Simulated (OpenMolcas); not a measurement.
Excited-state calculation, with input and output: CCuO (part 3 of 3)

Continued. System: CCuO (Cu(CO)), multiplicity 2. Method: MC-PDFT (ftrevPBE)/ANO-R2, sfX2C (OpenMolcas 26.06). The geometry comes from this level: GFN2-xTB.

Log, continued
```
++    Molecular properties:
      ---------------------

      Charge (e):
                      =   -0.0000
      Dipole Moment (debye):
      Origin of the operator (angstrom)=   -0.0080    0.0108   -0.8392
                   X=  4.8061E-02               Y= -6.2550E-02               Z=  4.7514E+00           Total=  4.7521E+00
      Quadrupole Moment (debye*angstrom):
      Origin of the operator (angstrom)=   -0.0080    0.0108   -0.8392
                  XX= -2.8387E+01              XY=  1.8487E-01              XZ= -6.3916E-02              YY= -2.8127E+01
                  YZ=  9.0511E-02              ZZ= -3.5281E+01
      In traceless form (debye*angstrom)
                  XX=  3.3170E+00              XY=  2.7730E-01              XZ= -9.5874E-02              YY=  3.7070E+00
                  YZ=  1.3577E-01              ZZ= -7.0240E+00
--

      Mulliken spin population analysis for root number:  5
      ---------------------------------------------------

++    Molecular charges:
      ------------------

      Mulliken spin population per centre
      ---------------------------

                CU1     C2      O3
      Total    0.9885  0.0080  0.0036

      Total electronic spin=    1.000000
--

      LoProp population analysis for root number:  5
      -----------------------------------------------

++    LoProp analysis:
      ----------------

++    Static properties:
      ------------------

      LoProp Charges per center

                   CU1      C2       O3
      Nuclear     29.0000   6.0000   8.0000
      Electronic -28.9181  -5.9818  -8.1001

      Total        0.0819   0.0182  -0.1001
--

      Natural Bond Order analysis for root number:  5

++    Natural Bond Order analysis
      ---------------------------
      Based on LoProp computed density
      -------------------------------------------------------------------------------------
      Atom A       Atom B       Bond Order
      -------------------------------------------------------------------------------------
      NBO located      0.979 non-bonded electrons on atom CU1
      NBO located      0.979 non-bonded electrons on atom CU1
      NBO located      0.992 non-bonded electrons on atom CU1
      NBO located      0.999 non-bonded electrons on atom CU1
      NBO located      1.003 non-bonded electrons on atom CU1
      NBO located      1.002 non-bonded electrons on atom CU1
      NBO located      1.000 non-bonded electrons on atom CU1
      NBO located      1.000 non-bonded electrons on atom CU1
      NBO located      1.000 non-bonded electrons on atom CU1
      NBO located      1.000 non-bonded electrons on atom CU1
      NBO located      1.000 non-bonded electrons on atom CU1
      NBO located      1.000 non-bonded electrons on atom CU1
      NBO located      0.993 non-bonded electrons on atom C2
      NBO located      0.999 non-bonded electrons on atom O3
      The remaining    7.461 electrons are to be considered as diffuse
--

--

      Average orbitals are written to the RASORB file
      Natural orbitals for root   1 are written to the RASORB.1 file
      Natural orbitals for root   2 are written to the RASORB.2 file
      Natural orbitals for root   3 are written to the RASORB.3 file
      Natural orbitals for root   4 are written to the RASORB.4 file
      Natural orbitals for root   5 are written to the RASORB.5 file
      Spin density orbitals for root   1 are written to the SPDORB.1 file
      Spin density orbitals for root   2 are written to the SPDORB.2 file
      Spin density orbitals for root   3 are written to the SPDORB.3 file
      Spin density orbitals for root   4 are written to the SPDORB.4 file
      Spin density orbitals for root   5 are written to the SPDORB.5 file

--- Stop Module: rasscf /rc=_RC_ALL_IS_WELL_ ---
           step6.RasOrb step6.RasOrb.1 step6.RasOrb.2 step6.RasOrb.3 step6.RasOrb.4 step6.RasOrb.5 step6.rasscf.h5 step6.SpdOrb.1 step6.SpdOrb.2 step6.SpdOrb.3 step6.SpdOrb.4
           step6.SpdOrb.5 xmldump
--- Module rasscf spent 7 seconds ---

--- Start Module: mcpdft ---

                                              &MCPDFT

                       available to each process: 1.9 GB of memory, 1 thread

 ###############################################################################
 ###    WARNING: Deprecation warning: KSDF should be replaced                ###
 ###    with FUNC keyword                                                    ###
 ###############################################################################

++    Wave function specifications:
      -----------------------------

      Number of closed shell electrons          34
      Number of electrons in active shells       9
      Max number of holes in RAS1 space          0
      Max nr of electrons in RAS3 space          0
      Number of inactive orbitals               17
      Number of active orbitals                  5
      Number of secondary orbitals             105
      Spin quantum number                      0.5
      State symmetry                             1
      Number of CSFs                             5
      Number of RASSCF root(s) available         5
--

++    Orbital specifications:
      -----------------------

      Symmetry species                           1
                                                 a
      Frozen orbitals                            0
      Inactive orbitals                         17
      Active orbitals                            5
      RAS1 orbitals                              0
      RAS2 orbitals                              5
      RAS3 orbitals                              0
      Secondary orbitals                       105
      Deleted orbitals                           0
      Number of basis functions                127
--

++    MCPDFT specifications:
      ----------------------

      Cholesky decomposition                     On
      Type of calculation                        MC-PDFT
      On-Top Functional                          FT:REVPBE
      Exchange scaling factor                    1.00
      Correlation scaling factor                 1.00
      Wave function energy weight                0.00
--

      Numerical integration parameters
      --------------------------------
      Radial quadrature type:                         MHL
      Size of radial grid:                            75
      Lebedev angular grid:                           29
      Angular grid pruned with the crowding factor:  3.00E+00
                                 and fading factor:  6.00E+00
      Screening threshold for integral computation:   1.00E-11
      Radial quadrature accuracy:                     1.00E-25
      Maximum batch size:                             128
      AO values are stored on disk

++    DFT functional specifications:
      ------------------------------
      Using Libxc version: 6.2.2
      Please cite the following reference:
      S. Lehtola, C. Steigemann, M. J.T. Oliveira, and M. A.L. Marques.,  SoftwareX 7, 1–5 (2018) doi:10.1016/j.softx.2017.11.002

      * Revised PBE from Zhang & Yang
        - Y. Zhang and W. Yang.,  Phys. Rev. Lett. 80, 890 (1998) doi:10.1103/PhysRevLett.80.890
      * Perdew, Burke & Ernzerhof
        - J. P. Perdew, K. Burke, and M. Ernzerhof.,  Phys. Rev. Lett. 77, 3865 (1996) doi:10.1103/PhysRevLett.77.3865
        - J. P. Perdew, K. Burke, and M. Ernzerhof.,  Phys. Rev. Lett. 78, 1396 (1997) doi:10.1103/PhysRevLett.78.1396
--
   File JOBOLD not found -- use JOBIPH.
      The MO-coefficients are taken from the file:
      JOBIPH
 Reference MC-SCF energies taken from JOBIPH

++    MC-PDFT RESULTS, STATE 0001
      ---------------------------

      MCSCF reference energy                                            -1765.92942896

      Integrated total density:                                                 43.000
      Integrated alpha density before functional transformation:                22.000
      Integrated  beta density before functional transformation:                21.000
      Integrated alpha density  after functional transformation:                24.451
      Integrated  beta density  after functional transformation:                18.549
      Integrated alpha tau     before functional transformation:                 0.000
      Integrated  beta tau     before functional transformation:                 0.000
      Integrated alpha tau      after functional transformation:                 0.000
      Integrated  beta tau      after functional transformation:                 0.000
      NOTE:
      Densities after transformation are intermediate quantities
      and should not be interpreted as real spin densities

      Exchange energy scaling factor                                          1.000000
      Correlation energy scaling factor                                       1.000000

      Integrated alpha exchange energy                                      -47.046571
      Integrated beta  exchange energy                                      -33.185100
      Integrated  correlation   energy                                       -1.786761

      Nuclear Repulsion energy                                            112.72307800
      CASSCF contribution energy                                        -1686.20646843
      On-top energy                                                       -82.01843164

      Total MCPDFT energy for state   1                                 -1768.22490007
--

++    MC-PDFT RESULTS, STATE 0002
      ---------------------------

      MCSCF reference energy                                            -1765.90082793

      Integrated total density:                                                 43.000
      Integrated alpha density before functional transformation:                22.000
      Integrated  beta density before functional transformation:                21.000
      Integrated alpha density  after functional transformation:                24.458
      Integrated  beta density  after functional transformation:                18.542
      Integrated alpha tau     before functional transformation:                 0.000
      Integrated  beta tau     before functional transformation:                 0.000
      Integrated alpha tau      after functional transformation:                 0.000
      Integrated  beta tau      after functional transformation:                 0.000
      NOTE:
      Densities after transformation are intermediate quantities
      and should not be interpreted as real spin densities

      Exchange energy scaling factor                                          1.000000
      Correlation energy scaling factor                                       1.000000

      Integrated alpha exchange energy                                      -47.014523
      Integrated beta  exchange energy                                      -33.124222
      Integrated  correlation   energy                                       -1.783407

      Nuclear Repulsion energy                                            112.72307800
      CASSCF contribution energy                                        -1686.24641367
      On-top energy                                                       -81.92215293

      Total MCPDFT energy for state   2                                 -1768.16856660
--

++    MC-PDFT RESULTS, STATE 0003
      ---------------------------

      MCSCF reference energy                                            -1765.90082793

      Integrated total density:                                                 43.000
      Integrated alpha density before functional transformation:                22.000
      Integrated  beta density before functional transformation:                21.000
      Integrated alpha density  after functional transformation:                24.458
      Integrated  beta density  after functional transformation:                18.542
      Integrated alpha tau     before functional transformation:                 0.000
      Integrated  beta tau     before functional transformation:                 0.000
      Integrated alpha tau      after functional transformation:                 0.000
      Integrated  beta tau      after functional transformation:                 0.000
      NOTE:
      Densities after transformation are intermediate quantities
      and should not be interpreted as real spin densities

      Exchange energy scaling factor                                          1.000000
      Correlation energy scaling factor                                       1.000000

      Integrated alpha exchange energy                                      -47.014577
      Integrated beta  exchange energy                                      -33.124196
      Integrated  correlation   energy                                       -1.783407

      Nuclear Repulsion energy                                            112.72307800
      CASSCF contribution energy                                        -1686.24641367
      On-top energy                                                       -81.92217945

      Total MCPDFT energy for state   3                                 -1768.16859312
--

++    MC-PDFT RESULTS, STATE 0004
      ---------------------------

      MCSCF reference energy                                            -1765.89535272

      Integrated total density:                                                 43.000
      Integrated alpha density before functional transformation:                22.000
      Integrated  beta density before functional transformation:                21.000
      Integrated alpha density  after functional transformation:                24.455
      Integrated  beta density  after functional transformation:                18.545
      Integrated alpha tau     before functional transformation:                 0.000
      Integrated  beta tau     before functional transformation:                 0.000
      Integrated alpha tau      after functional transformation:                 0.000
      Integrated  beta tau      after functional transformation:                 0.000
      NOTE:
      Densities after transformation are intermediate quantities
      and should not be interpreted as real spin densities

      Exchange energy scaling factor                                          1.000000
      Correlation energy scaling factor                                       1.000000

      Integrated alpha exchange energy                                      -47.020204
      Integrated beta  exchange energy                                      -33.135975
      Integrated  correlation   energy                                       -1.783033

      Nuclear Repulsion energy                                            112.72307800
      CASSCF contribution energy                                        -1686.22202476
      On-top energy                                                       -81.93921219

      Total MCPDFT energy for state   4                                 -1768.16123695
--

++    MC-PDFT RESULTS, STATE 0005
      ---------------------------

      MCSCF reference energy                                            -1765.89535272

      Integrated total density:                                                 43.000
      Integrated alpha density before functional transformation:                22.000
      Integrated  beta density before functional transformation:                21.000
      Integrated alpha density  after functional transformation:                24.455
      Integrated  beta density  after functional transformation:                18.545
      Integrated alpha tau     before functional transformation:                 0.000
      Integrated  beta tau     before functional transformation:                 0.000
      Integrated alpha tau      after functional transformation:                 0.000
      Integrated  beta tau      after functional transformation:                 0.000
      NOTE:
      Densities after transformation are intermediate quantities
      and should not be interpreted as real spin densities

      Exchange energy scaling factor                                          1.000000
      Correlation energy scaling factor                                       1.000000

      Integrated alpha exchange energy                                      -47.020204
      Integrated beta  exchange energy                                      -33.135975
      Integrated  correlation   energy                                       -1.783033

      Nuclear Repulsion energy                                            112.72307800
      CASSCF contribution energy                                        -1686.22202479
      On-top energy                                                       -81.93921214

      Total MCPDFT energy for state   5                                 -1768.16123693
--

::    MCPDFT root number  1 Total energy:  -1768.22490007
::    MCPDFT root number  2 Total energy:  -1768.16856660
::    MCPDFT root number  3 Total energy:  -1768.16859312
::    MCPDFT root number  4 Total energy:  -1768.16123695
::    MCPDFT root number  5 Total energy:  -1768.16123693

--- Stop Module: mcpdft /rc=_RC_ALL_IS_WELL_ ---
--- Module mcpdft spent 6 seconds ---

.##################.
.# Happy landing! #.
.##################.

    Timing: Wall=23.92 User=22.90 System=1.02
```

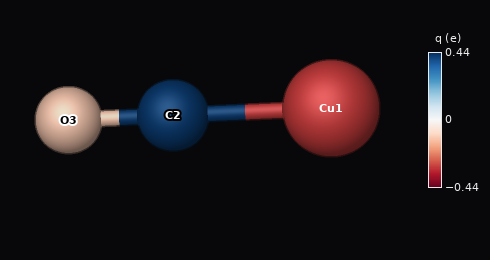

**Figure 1.** Mulliken charges, as the colour of each atom (ball-and-stick view, seen at a tilt; atoms are numbered from 1 in the order of the input; Mulliken charges depend strongly on the basis). By element: Cu −0.31, C +0.42 and O −0.11 e.

This output came from the following input.

Input
```
* CCuO MC-PDFT
&GATEWAY
COORD=geom.xyz
BASIS=ANO-R2
GROUP=NoSym
RICD
&SEWARD
&RASSCF
FILEORB=$CurrDir/step2.RasOrb
SPIN=2
NACTEL=9 0 0
INACTIVE=17
RAS2=5
CIROOT=5 5 1
ORBLISTING=Nothing
ORBAPPEAR=Compact
&MCPDFT
KSDFT=FT:revPBE
```

File geom.xyz
```
3

Cu    -0.015250     0.020630    -1.608240
C      0.002160    -0.002740     0.204610
O      0.013100    -0.017890     1.403630
```

Launched with:
```bash
export MOLCAS_MEM=1860
pymolcas step6.input > step6.log
```

Key numbers

| quantity | value |
| --- | --- |
| outcome | converged |
| total energy | −1768.224900 hartree |
| basis functions | 127 |
| dipole moment | 4.19 debye |
| hardware | 1 thread of Arm Neoverse V2, 24 GiB of memory available, shared host |
| wall time | 24 s |
| peak memory | 0.14 GiB |
